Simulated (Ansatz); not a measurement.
**CH4Ga (charge −1): density, localisation and related maps**

```yaml
atoms:
  - { symbol: C, position_ang: [-0.3644, 0.3836, -0.6815] }
  - { symbol: Ga, position_ang: [-0.8427, -1.6644, -0.7102] }
  - { symbol: H, position_ang: [0.3011, -2.0585, 0.5045] }
  - { symbol: H, position_ang: [0.7094, 0.5275, -0.9126] }
  - { symbol: H, position_ang: [-0.9519, 0.9890, -1.3932] }
  - { symbol: H, position_ang: [-0.5221, 0.7978, 0.3337] }
```

Geometry: PBE0-D3(BJ)/def2-SVPD; the highest occupied orbital lies above zero, a sign that basis and functional describe the outermost electron poorly.

Computed with Ansatz, isolated molecule in a Gaussian basis; Kohn-Sham density functional theory, functional PBE0.

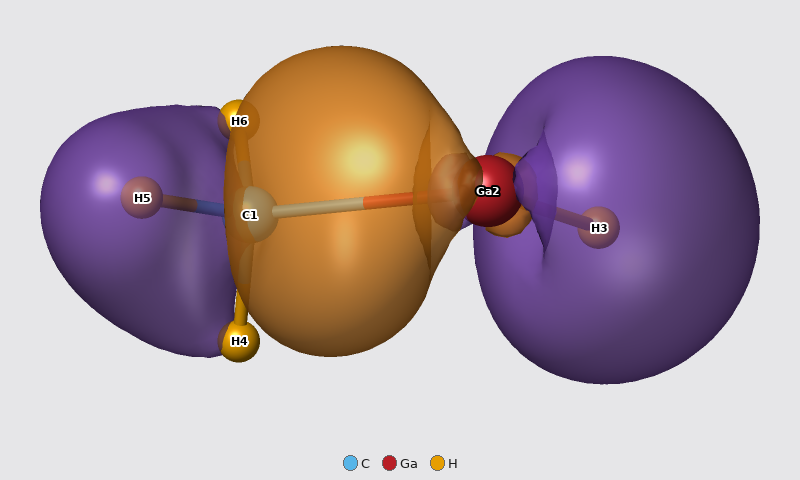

Figure 1. The HOMO−1 at ±0.1 Å⁻³ᐟ² (orange and purple are the two phases), seen from one side.

### Where does this orbital lie, and at what energy?

It lies mainly on Ga2 (about 30 %), C1 (about 30 %) and H3 (about 30 %). Its energy is −1.73 eV.

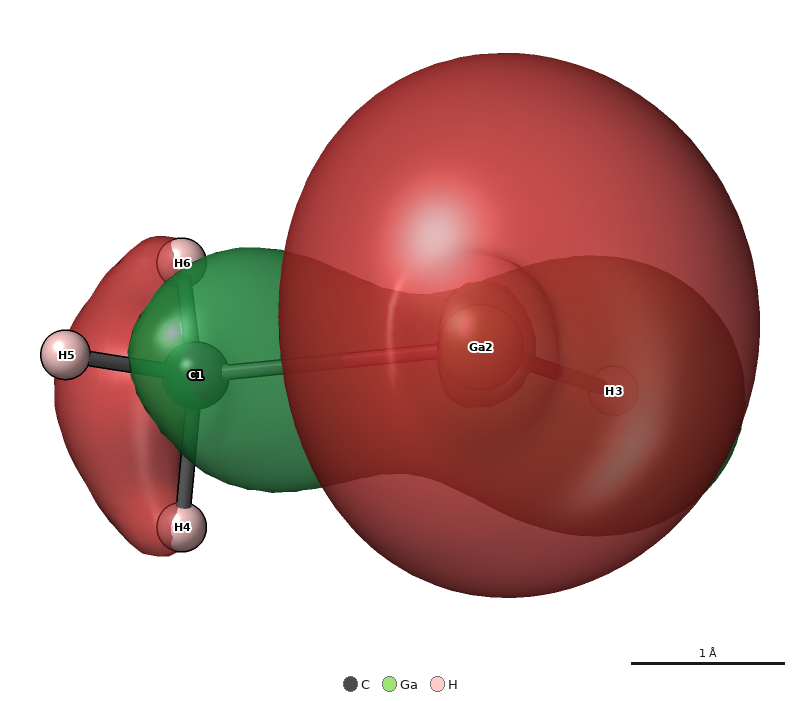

Figure 2. The HOMO at ±0.1 Å⁻³ᐟ² (green and red are the two phases), seen from one side.

### Where does this orbital lie, and at what energy?

Its weight (Hirshfeld) is mainly on Ga2 (about 75 %), H3 (about 10 %) and C1 (about 10 %). Its energy is 0.53 eV.
